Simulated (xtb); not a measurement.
**Run report: CH$_{7}$NSi$_{2}$, geometry relaxation (part 2 of 2)**

The same run, continued: CH$_{7}$NSi$_{2}$, SMILES CN1[SiH2][SiH2]1; GFN-FF, ALPB solvent woctanol (xtb 6.7.1). The starting geometry was optimised with GFN2-xTB.

Geometry of the input (Å):
```
C  -0.6193  1.3774  -0.3321
N  -0.1145  0.0700  -0.0405
Si 0.1955  -0.9370  1.3529
Si 0.7597  -1.2122  -0.8395
H  -0.9944  1.4181  -1.3575
H  -1.4381  1.6258  0.3471
H  0.1568  2.1463  -0.2238
H  -1.0224  -1.4084  2.0216
H  1.0903  -0.3782  2.3747
H  -0.0195  -1.8911  -1.8810
H  2.0714  -0.8678  -1.4014
```

**The program's output, continued**
```
           -------------------------------------------------
          |               Frequency Printout                |
           -------------------------------------------------
 projected vibrational frequencies (cm⁻¹)
eigval :       -0.00    -0.00    -0.00    -0.00    -0.00     0.00
eigval :      -90.06   175.20   378.60   192.97   345.44   286.15
eigval :      209.59   497.17    95.02   646.05   520.25   479.14
eigval :      652.38   673.80   987.65   905.85   906.19  1306.81
eigval :     1300.92  1345.47  2133.72  2140.81  2135.11  2139.10
eigval :     2943.93  3010.75  3013.34
 reduced masses (amu)
   1: 22.87   2: 14.97   3: 21.68   4: 17.03   5: 16.43   6: 24.73   7: 13.70   8: 17.46
   9: 23.40  10:  6.37  11:  5.37  12:  2.76  13:  2.75  14: 13.54  15:  1.05  16: 17.45
  17:  2.14  18:  1.40  19:  1.96  20:  2.60  21: 12.25  22:  3.45  23:  3.21  24:  1.66
  25:  1.30  26:  3.00  27:  2.20  28:  1.77  29:  2.10  30:  1.66  31:  1.32  32:  2.07
  33:  2.09
 IR intensities (km·mol⁻¹)
   1:  0.02   2:  0.02   3:  0.00   4:  0.03   5:  0.01   6:  0.02   7:  3.23   8:  0.78
   9:  0.05  10:  0.00  11:  0.71  12:  0.89  13:  0.09  14:  0.31  15:  0.00  16:  0.52
  17:  0.29  18:  0.00  19:  1.46  20:  0.15  21:  0.26  22:  2.66  23:  2.53  24:  0.26
  25:  0.02  26:  1.23  27:  0.98  28:  1.47  29:  0.21  30:  0.09  31:  2.47  32:  0.08
  33:  0.11
 Raman intensities (Ä⁴*amu⁻¹)
   1:  0.00   2:  0.00   3:  0.00   4:  0.00   5:  0.00   6:  0.00   7:  0.00   8:  0.00
   9:  0.00  10:  0.00  11:  0.00  12:  0.00  13:  0.00  14:  0.00  15:  0.00  16:  0.00
  17:  0.00  18:  0.00  19:  0.00  20:  0.00  21:  0.00  22:  0.00  23:  0.00  24:  0.00
  25:  0.00  26:  0.00  27:  0.00  28:  0.00  29:  0.00  30:  0.00  31:  0.00  32:  0.00
  33:  0.00
 output can be read by thermo (or use thermo option).
 writing <g98.out> molden fake output.
 recommended (thermochemical) frequency scaling factor: 1.0
           -------------------------------------------------
          |             Thermodynamic Functions             |
           -------------------------------------------------

cs  symmetry found (for desy threshold:  0.10E+00) used in thermo

          ...................................................
          :                      SETUP                      :
          :.................................................:
          :  # frequencies                          26      :
          :  # imaginary freq.                       1      :
          :  linear?                             false      :
          :  only rotor calc.                    false      :
          :  symmetry                               cs      :
          :  rotational number                       1      :
          :  scaling factor                  1.0300000      :
          :  rotor cutoff                   50.0000000 cm⁻¹ :
          :  imag. cutoff                  -20.0000000 cm⁻¹ :
          :.................................................:

    mode    ω/cm⁻¹     T·S(HO)/kcal·mol⁻¹    T·S(FR)/kcal·mol⁻¹   T·S(vib)
   ------------------------------------------------------------------------
       1    180.45    -0.69282 ( 99.41%)    -0.67615 (  0.59%)    -0.69273
   ------------------------------------------------------------------------

   temp. (K)  partition function   enthalpy   heat capacity  entropy
                                   cal/mol     cal/K/mol   cal/K/mol   J/K/mol
 298.15  VIB   32.8                 2948.112     20.083     16.787
         ROT  0.118E+06              888.752      2.981     26.187
         INT  0.387E+07             3836.864     23.063     42.975
         TR   0.816E+27             1481.254      4.968     39.361
         TOT                        5318.1181    28.0316    82.3355   344.4917

       T/K    H(0)-H(T)+PV         H(T)/Eh          T*S/Eh         G(T)/Eh
   ------------------------------------------------------------------------
    298.15    0.847496E-02    0.775126E-01    0.391202E-01    0.383924E-01
   ------------------------------------------------------------------------

         :::::::::::::::::::::::::::::::::::::::::::::::::::::
         ::                  THERMODYNAMIC                  ::
         :::::::::::::::::::::::::::::::::::::::::::::::::::::
         :: total free energy          -1.398748233030 Eh   ::
         ::.................................................::
         :: total energy               -1.437140623099 Eh   ::
         :: zero point energy           0.069037674231 Eh   ::
         :: G(RRHO) w/o ZPVE           -0.030645284161 Eh   ::
         :: G(RRHO) contrib.            0.038392390070 Eh   ::
         :::::::::::::::::::::::::::::::::::::::::::::::::::::
imag cut-off (cm-1) :    5.00
 found            1  significant imaginary frequency
 writing imag mode distorted coords to xtbhess.xyz
 for further optimization.

optimized geometry written to: xtbopt.xyz

           -------------------------------------------------
          | TOTAL ENERGY               -1.437140623099 Eh   |
          | TOTAL ENTHALPY             -1.359627988293 Eh   |
          | TOTAL FREE ENERGY          -1.398748233030 Eh   |
          | GRADIENT NORM               0.000536099447 Eh/α |
           -------------------------------------------------
########################################################################
[WARNING] Runtime exception occurred
-1- gfnff_setup: Could not read topology file.
########################################################################

------------------------------------------------------------------------
------------------------------------------------------------------------
 total:
 *  cpu-time:     0 d,  0 h,  0 min,  0.034 sec
 * ratio c/w:     0.959 speedup
 SCF:
 *  cpu-time:     0 d,  0 h,  0 min,  0.000 sec
 * ratio c/w:     0.979 speedup
 analytical hessian:
 *  cpu-time:     0 d,  0 h,  0 min,  0.007 sec
 * ratio c/w:     1.000 speedup
```

**File vibspectrum**
```
$vibrational spectrum
#  mode     symmetry     wave number   IR intensity    selection rules
#                         cm**(-1)      (km*mol⁻¹)        IR
     1                      -0.00         0.00000          -
     2                      -0.00         0.00000          -
     3                      -0.00         0.00000          -
     4                      -0.00         0.00000          -
     5                      -0.00         0.00000          -
     6                       0.00         0.00000          -
     7        a            -90.06         3.22835         YES
     8        a            175.20         0.77626         YES
     9        a            378.60         0.05362         YES
    10        a            192.97         0.00029         NO
    11        a            345.44         0.71435         YES
    12        a            286.15         0.89354         YES
    13        a            209.59         0.08934         YES
    14        a            497.17         0.30591         YES
    15        a             95.02         0.00483         NO
    16        a            646.05         0.52158         YES
    17        a            520.25         0.28568         YES
    18        a            479.14         0.00066         NO
    19        a            652.38         1.46038         YES
    20        a            673.80         0.14625         YES
    21        a            987.65         0.26151         YES
    22        a            905.85         2.65512         YES
    23        a            906.19         2.53489         YES
    24        a           1306.81         0.25717         YES
    25        a           1300.92         0.02351         YES
    26        a           1345.47         1.22570         YES
    27        a           2133.72         0.98477         YES
    28        a           2140.81         1.46694         YES
    29        a           2135.11         0.21301         YES
    30        a           2139.10         0.09028         YES
    31        a           2943.93         2.47499         YES
    32        a           3010.75         0.08398         YES
    33        a           3013.34         0.11176         YES
$end
```

**File xtbopt.xyz**
```
11
 energy: -1.325467748028 gnorm: 0.071669010478 xtb: 6.7.1
C           -0.60492790345365        1.35806586558081       -0.32429498178096
N           -0.12667321600963       -0.00488823488135       -0.03850539037021
Si           0.25215968857814       -1.06011689776085        1.38874942667544
Si           0.81763511877648       -1.34524833736224       -0.81322220373967
H           -0.97824994509971        1.41070167069104       -1.34670077658175
H           -1.42111104464046        1.61420978064919        0.35042068625645
H            0.18920818583173        2.09423194269653       -0.20654997120887
H           -1.04445251300571       -1.30972527014457        2.01066807474180
H            1.01876573241889       -0.26294063889718        2.34015102173072
H           -0.03631904038522       -1.79631033310464       -1.90755188500730
H            1.99937470988615       -0.75507985401587       -1.43257412938147
```

**Standard error**
```
normal termination of xtb
```

**Trajectory as extended XYZ (Å, eV, eV/Å), 13 frames, from step=0 to step=12**
```
11
Properties=species:S:1:pos:R:3 step=0 energy=-38.83147
C    -0.6193    1.3774   -0.3321
N    -0.1145    0.0700   -0.0405
Si    0.1955   -0.9370    1.3529
Si    0.7597   -1.2122   -0.8395
H    -0.9944    1.4181   -1.3575
H    -1.4381    1.6258    0.3471
H     0.1568    2.1463   -0.2238
H    -1.0224   -1.4084    2.0216
H     1.0903   -0.3782    2.3747
H    -0.0195   -1.8911   -1.8810
H     2.0714   -0.8678   -1.4014
11
Properties=species:S:1:pos:R:3 step=1 energy=-38.98912
C    -0.6143    1.3724   -0.3345
N    -0.1109    0.0461   -0.0328
Si    0.2004   -0.9668    1.3907
Si    0.7812   -1.2646   -0.8294
H    -0.9859    1.4112   -1.3591
H    -1.4320    1.6258    0.3413
H     0.1668    2.1284   -0.2244
H    -1.0488   -1.3955    2.0280
H     1.0872   -0.3399    2.3792
H    -0.0266   -1.8543   -1.9061
H     2.0483   -0.8199   -1.4324
11
Properties=species:S:1:pos:R:3 step=2 energy=-39.07302
C    -0.6125    1.3730   -0.3383
N    -0.1094    0.0224   -0.0324
Si    0.2165   -1.0086    1.4137
Si    0.8064   -1.3336   -0.8040
H    -0.9849    1.4140   -1.3600
H    -1.4277    1.6253    0.3385
H     0.1742    2.1151   -0.2226
H    -1.0679   -1.3782    2.0147
H     1.0880   -0.3004    2.3596
H    -0.0360   -1.8094   -1.9150
H     2.0186   -0.7766   -1.4337
11
Properties=species:S:1:pos:R:3 step=3 energy=-39.08643
C    -0.6125    1.3746   -0.3365
N    -0.1092    0.0188   -0.0385
Si    0.2251   -1.0215    1.4067
Si    0.8141   -1.3469   -0.8006
H    -0.9872    1.4199   -1.3571
H    -1.4267    1.6215    0.3434
H     0.1759    2.1142   -0.2167
H    -1.0677   -1.3673    2.0000
H     1.0812   -0.2910    2.3450
H    -0.0360   -1.8078   -1.8992
H     2.0084   -0.7716   -1.4258
11
Properties=species:S:1:pos:R:3 step=4 energy=-39.09581
C    -0.6099    1.3679   -0.3337
N    -0.1086    0.0107   -0.0441
Si    0.2345   -1.0331    1.4000
Si    0.8202   -1.3607   -0.7955
H    -0.9871    1.4147   -1.3538
H    -1.4234    1.6120    0.3485
H     0.1808    2.1067   -0.2135
H    -1.0635   -1.3456    1.9962
H     1.0645   -0.2784    2.3373
H    -0.0350   -1.7865   -1.8989
H     1.9931   -0.7648   -1.4219
11
Properties=species:S:1:pos:R:3 step=5 energy=-39.10050
C    -0.6059    1.3622   -0.3293
N    -0.1080    0.0050   -0.0490
Si    0.2392   -1.0403    1.3923
Si    0.8245   -1.3624   -0.7983
H    -0.9823    1.4131   -1.3502
H    -1.4206    1.6055    0.3521
H     0.1854    2.1014   -0.2075
H    -1.0593   -1.3283    1.9967
H     1.0428   -0.2715    2.3379
H    -0.0337   -1.7885   -1.8910
H     1.9833   -0.7532   -1.4330
11
Properties=species:S:1:pos:R:3 step=6 energy=-39.10302
C    -0.6052    1.3565   -0.3257
N    -0.1102   -0.0009   -0.0517
Si    0.2443   -1.0449    1.3875
Si    0.8227   -1.3622   -0.8051
H    -0.9839    1.4095   -1.3462
H    -1.4191    1.6029    0.3559
H     0.1860    2.0968   -0.2080
H    -1.0506   -1.3136    2.0062
H     1.0287   -0.2642    2.3393
H    -0.0347   -1.7781   -1.9063
H     1.9875   -0.7589   -1.4253
11
Properties=species:S:1:pos:R:3 step=7 energy=-39.10458
C    -0.6040    1.3558   -0.3236
N    -0.1121   -0.0033   -0.0509
Si    0.2455   -1.0485    1.3866
Si    0.8227   -1.3586   -0.8093
H    -0.9805    1.4108   -1.3450
H    -1.4192    1.6056    0.3549
H     0.1868    2.0962   -0.2063
H    -1.0484   -1.3095    2.0103
H     1.0198   -0.2640    2.3437
H    -0.0356   -1.7885   -1.9055
H     1.9904   -0.7530   -1.4344
11
Properties=species:S:1:pos:R:3 step=8 energy=-39.10550
C    -0.6051    1.3577   -0.3227
N    -0.1156   -0.0034   -0.0485
Si    0.2473   -1.0514    1.3865
Si    0.8206   -1.3537   -0.8131
H    -0.9806    1.4133   -1.3443
H    -1.4209    1.6104    0.3538
H     0.1854    2.0978   -0.2064
H    -1.0462   -1.3101    2.0119
H     1.0189   -0.2649    2.3443
H    -0.0365   -1.7966   -1.9075
H     1.9981   -0.7563   -1.4335
11
Properties=species:S:1:pos:R:3 step=9 energy=-39.10600
C    -0.6059    1.3590   -0.3225
N    -0.1192   -0.0037   -0.0452
Si    0.2495   -1.0551    1.3873
Si    0.8194   -1.3507   -0.8137
H    -0.9808    1.4137   -1.3443
H    -1.4217    1.6139    0.3528
H     0.1856    2.0980   -0.2071
H    -1.0455   -1.3104    2.0114
H     1.0191   -0.2646    2.3432
H    -0.0367   -1.7993   -1.9086
H     2.0017   -0.7579   -1.4328
11
Properties=species:S:1:pos:R:3 step=10 energy=-39.10635
C    -0.6062    1.3595   -0.3228
N    -0.1230   -0.0039   -0.0417
Si    0.2515   -1.0585    1.3879
Si    0.8182   -1.3475   -0.8137
H    -0.9801    1.4130   -1.3449
H    -1.4223    1.6156    0.3517
H     0.1866    2.0973   -0.2071
H    -1.0449   -1.3104    2.0102
H     1.0193   -0.2639    2.3413
H    -0.0365   -1.7998   -1.9083
H     2.0027   -0.7585   -1.4322
11
Properties=species:S:1:pos:R:3 step=11 energy=-39.10654
C    -0.6054    1.3588   -0.3239
N    -0.1269   -0.0046   -0.0379
Si    0.2528   -1.0613    1.3888
Si    0.8175   -1.3446   -0.8130
H    -0.9796    1.4105   -1.3460
H    -1.4209    1.6157    0.3512
H     0.1893    2.0947   -0.2079
H    -1.0447   -1.3100    2.0094
H     1.0186   -0.2629    2.3398
H    -0.0359   -1.7971   -1.9076
H     2.0007   -0.7563   -1.4323
11
Properties=species:S:1:pos:R:3 step=12 energy=-39.10659
C    -0.6049    1.3581   -0.3243
N    -0.1267   -0.0049   -0.0385
Si    0.2522   -1.0601    1.3887
Si    0.8176   -1.3452   -0.8132
H    -0.9782    1.4107   -1.3467
H    -1.4211    1.6142    0.3504
H     0.1892    2.0942   -0.2066
H    -1.0445   -1.3097    2.0107
H     1.0188   -0.2629    2.3401
H    -0.0363   -1.7963   -1.9076
H     1.9994   -0.7551   -1.4326
```

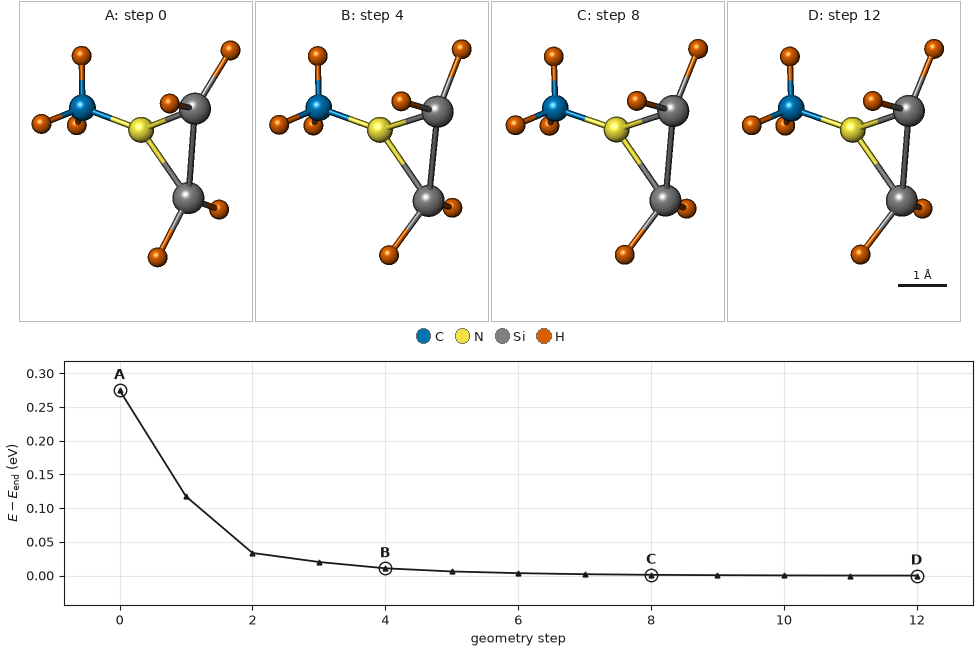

Figure 1. Frames of the relaxation (ball-and-stick view, seen at a tilt) above the curves, on which the letters mark them (steps are counted from 0).

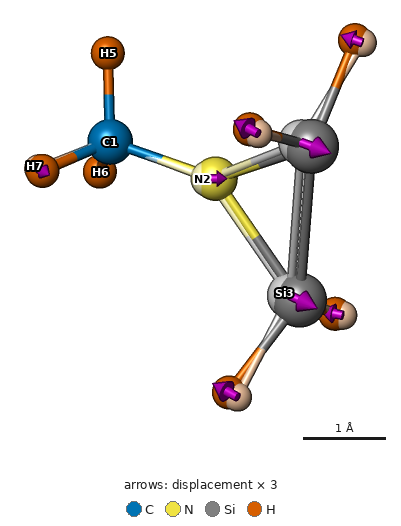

Figure 2. Start (faint) and end (solid) with the displacements as pink arrows, magnified 3 times (ball-and-stick view, seen at a tilt). The two geometries are laid on each other by the best rigid fit. The atom that moves furthest after the best rigid fit is Si4 (0.15 Å). Largest moves by element: Si 0.15 Å, H 0.14 Å, N 0.08 Å, C 0.03 Å. Among the contacts that change: N2–Si3 1.747 → 1.815 Å, C1–N2 1.431 → 1.472 Å, Si3–Si4 2.280 → 2.291 Å, C1–H7 1.098 → 1.089 Å. Among the angles that change: N2–Si4–H10 113.5° → 104.1°, N2–Si4–H11 116.8° → 107.7°, N2–Si3–H9 116.3° → 107.7°. Over 12 geometry steps the energy falls by 0.275 eV. (Atoms are counted from 1 in the order of the input.)

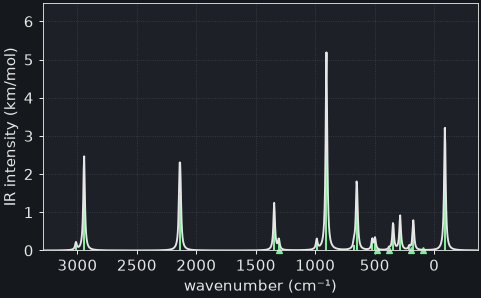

Figure 3. Harmonic infrared spectrum, unscaled: sticks (degenerate modes added up, dark ones marked on the axis) with a Lorentzian envelope of 16 cm⁻¹ full width, scaled to the tallest stick; imaginary modes are drawn at negative wavenumbers. 27 modes from 90i to 3013 cm⁻¹, 1 imaginary beyond 8i (90i cm⁻¹): not a clean minimum; so soft a mode can be a shallow saddle, an incomplete relaxation or noise of the force constants. The strongest line is at 906 cm⁻¹ (5.2 km/mol).

**Key numbers**

```csv
quantity,value
outcome,converged
total energy,−1.325468 hartree
dispersion energy,−0.005567 hartree
solvation energy,0.000200 hartree
zero-point energy,0.069038 hartree
dipole moment,0.43 D
"wavenumbers, lowest and highest",90i and 3013 cm⁻¹
peak memory,0.076 GiB
```
